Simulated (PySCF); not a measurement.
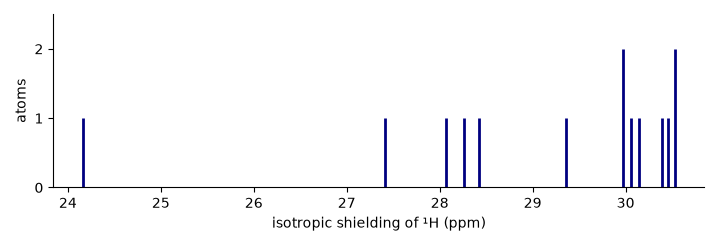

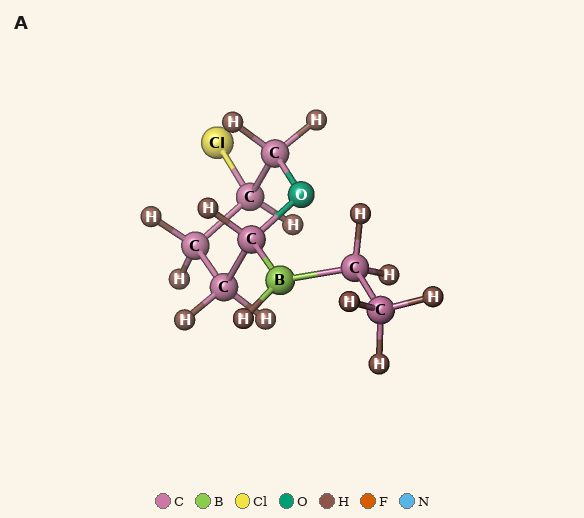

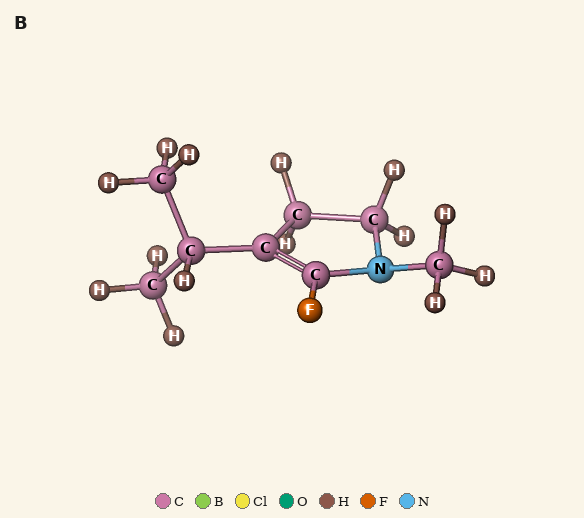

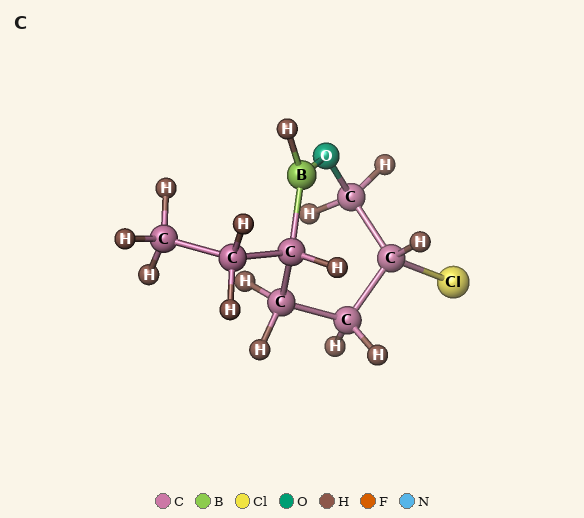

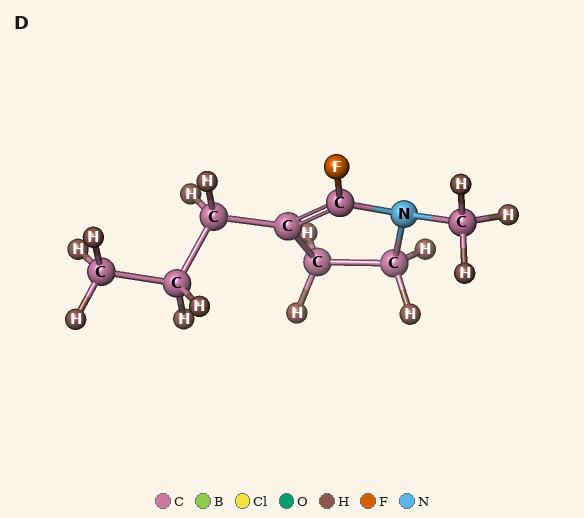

The sticks are computed shieldings of one of the molecules, for one fixed geometry (GFN2-xTB) without averaging over rotations. Low shielding means a high chemical shift. Method: GIAO PBE0/pcSseg-1 NMR shielding, non-relativistic, gas phase (PySCF 2.14.0).

Question: Which molecule gives this pattern?

Answer: A, `CCB[C@@H]1CC[C@@H](Cl)CO1`. Its 14 H atoms give lines at 24.16, 27.41, 28.07, 28.26, 28.43, 29.36, 29.97 (2 atoms), 30.06, 30.15, 30.39, 30.46, 30.53 (2 atoms) ppm.

The geometry is semi-empirical. Around B such bond lengths and angles can be off by a tenth of an ångström or more and by several degrees, and values that hang on the shape move with them.
